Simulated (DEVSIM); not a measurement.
Structure: Ti/SiO2/n-Si capacitor, at 300 K.

```
layer (left to right)  material  thickness (nm)  Nd (cm⁻³)
---------------------  --------  --------------  ---------
1                          SiO2            5.70          -
2                            Si             450     1.6e18
```

Metal gate on the left, work function 4.33 eV. Fixed charge at the semiconductor interface -9.7e10 cm⁻² (in units of +e); no interface traps.

Constants are typed, rounded textbook-type inputs, not results; the design itself was drawn at random and stands for no fabricated device. Values at 300 K.

```csv
parameter,SiO2,Si
gap (eV),9,1.124
affinity (eV),0.9,4.05
permittivity,3.9,11.7
Nc (cm⁻³),-,2.86e19
Nv (cm⁻³),-,3.1e19
```

Simulated with DEVSIM: 1D Poisson equation in equilibrium, Boltzmann statistics, complete ionisation; no quantum confinement or tunnelling. Metal contacts follow the ideal Schottky-Mott rule: no Fermi-level pinning, no interface dipoles.

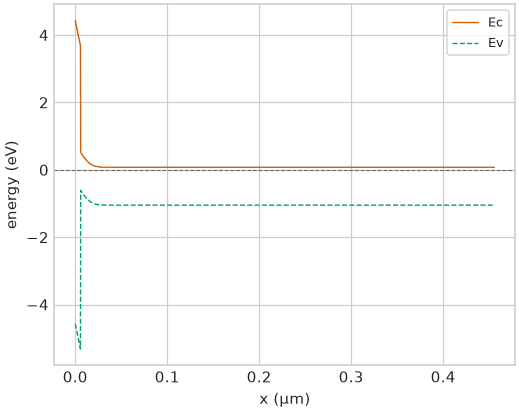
*Band edges at -1.0 V on the gate*

Energies count from the Fermi level of the right contact; mesh points crowd at the junctions.

```csv
x (μm),Ec (eV),Ev (eV),n (cm⁻³),p (cm⁻³),field (V/cm)
0.000,4.430,-4.570,< 1e2,< 1e2,-1300000
0.0008562,4.316,-4.684,< 1e2,< 1e2,-1300000
0.001998,4.164,-4.836,< 1e2,< 1e2,-1300000
0.003560,3.957,-5.043,< 1e2,< 1e2,-1300000
0.005074,3.756,-5.244,< 1e2,< 1e2,-1300000
0.005868,0.516,-0.608,6.1e10,1.9e9,-450000
0.006902,0.470,-0.654,3.6e11,3.3e8,-430000
0.009853,0.355,-0.769,3.1e13,3700000,-350000
0.01397,0.230,-0.894,4.0e15,29000,-250000
0.02185,0.104,-1.020,5.2e17,230,-76000
0.03526,0.075,-1.049,1.6e18,< 1e2,-1700
0.07355,0.075,-1.050,1.6e18,< 1e2,≈ 0
0.1270,0.075,-1.050,1.6e18,< 1e2,≈ 0
0.2292,0.075,-1.050,1.6e18,< 1e2,≈ 0
0.3492,0.075,-1.050,1.6e18,< 1e2,≈ 0
0.3982,0.075,-1.050,1.6e18,< 1e2,≈ 0
0.4238,0.075,-1.050,1.6e18,< 1e2,≈ 0
0.4388,0.075,-1.050,1.6e18,< 1e2,≈ 0
0.4486,0.075,-1.050,1.6e18,< 1e2,≈ 0
0.4523,0.075,-1.050,1.6e18,< 1e2,≈ 0
0.4544,0.075,-1.050,1.6e18,< 1e2,≈ 0
0.4557,0.075,-1.050,1.6e18,< 1e2,≈ 0
```
